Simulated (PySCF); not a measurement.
Consider C$_{4}$H$_{11}$BSi (SMILES B1CCC[SiH2]C1).

Input file:

```
{"job": {"kind": "nmr", "xc": "PBE0", "basis": "pcSseg-1", "pop": false}, "charge": 0, "multiplicity": 1}
B      0.152133     1.485542     0.225892
C     -1.185301     0.936118    -0.423413
C     -1.467814    -0.523127     0.030520
C     -0.300079    -1.202505     0.755190
Si     1.371256    -0.949008    -0.114533
C      1.476664     0.950869    -0.387440
H      0.136086     2.152773     1.191233
H     -1.095775     0.934072    -1.512390
H     -2.060523     1.544096    -0.188660
H     -1.734652    -1.126097    -0.840283
H     -2.333352    -0.527424     0.698088
H     -0.222558    -0.780556     1.760486
H     -0.536619    -2.260563     0.882046
H      1.411664    -1.670085    -1.395812
H      2.465080    -1.420693     0.745183
H      2.392039     1.356592     0.038278
H      1.531751     1.099997    -1.464385
```

Run with:

```sh
OMP_NUM_THREADS=1 python ens_run.py task.json out
```

Geometry: GFN2-xTB; a saddle point, not a minimum.

All numbers below come from PySCF, PBE0/pcSseg-1, SCF density, gas phase, non-relativistic.

**What can the converged electron density and electron localisation function tell about the bonding?**

C–B (1.55 Å): the density is about 1.4 e/Å³ at the midpoint; the ELF peaks at about 0.95 between the atoms (a covalent bond).
C–Si (1.90 Å): the density is about 0.93 e/Å³ at the midpoint; the ELF peaks at about 0.95 between the atoms (localised, covalent bonding).
C–H (1.09 Å): ρ is about 1.9 e/Å³ halfway; the ELF climbs to about 1 towards the hydrogen, as it does in any bond to H: a covalent bond by its length.

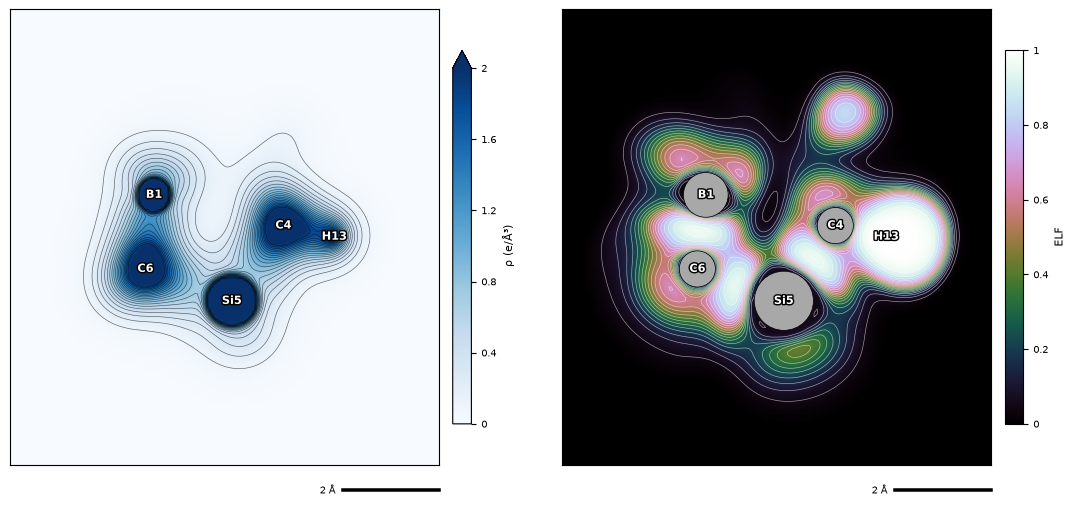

Computed electron density and electron localisation function on the plane of atoms C4, Si5 and C6, in this order. Grey discs cover the atomic cores in the ELF map. 
